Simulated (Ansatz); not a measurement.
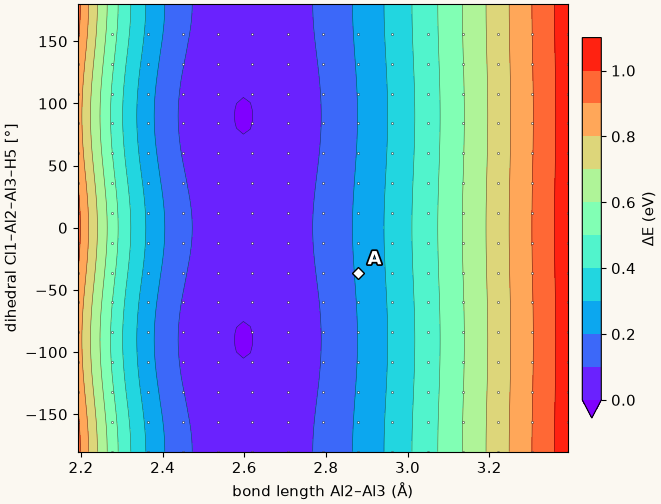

Al2ClH3, SMILES [AlH2][AlH][Cl]. The first coordinate is: bond length Al2–Al3; the second: dihedral Cl1–Al2–Al3–H5. Nothing is relaxed (all other coordinates rigid). The grid has 15 × 15 points; 120 points were computed and 105 follow by symmetry. Points are written as (first, second). All energies are given in eV relative to the lowest grid point. Method: RHF-MP2, frozen core/def2-TZVP (Ansatz 0.2.0).

In the figure: filled contours, dots at the grid points, the point A. Between grid points the surface is interpolated.

**Which way does the force act at A, and how strong is it?**

A, at (2.878 Å, −36°), is not a stationary point. The computed force is 1.2 eV for each Å towards smaller values of bond length Al2–Al3 and 0.00025 eV for each degree towards smaller values of dihedral Cl1–Al2–Al3–H5.
